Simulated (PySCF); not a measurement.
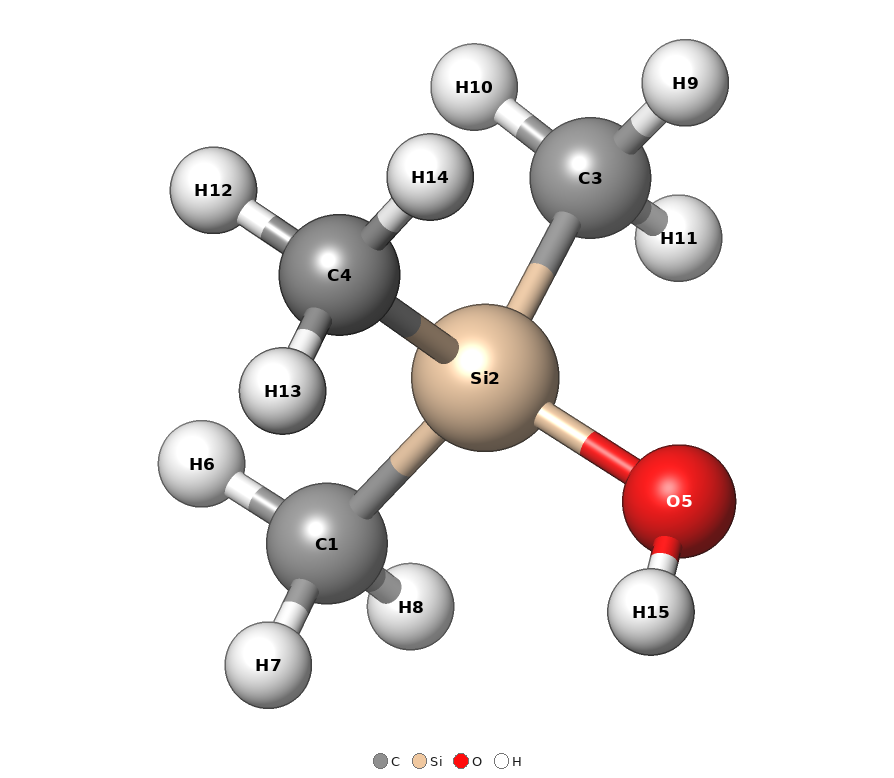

The geometry was computed by an optimisation with PBE0-D3(BJ)/def2-SVP. No frequency run is at hand to confirm it as a minimum. Electric field gradients from the ground-state density, PBE0/pcSseg-1 (PySCF 2.14.0), non-relativistic apart from any core potentials.

Give the largest field-gradient component, the quadrupole coupling constant and the asymmetry for 17O at O5 (Q = −25.6 mb), 2H at H6 (Q = 2.86 mb), 2H at H7 (Q = 2.86 mb).

```csv
atom,V_zz (a.u.),e²qQ/h (MHz),η
O5,1.522,−9.15,0.61
H6,0.298,0.200,0.02
H7,0.298,0.201,0.02
```
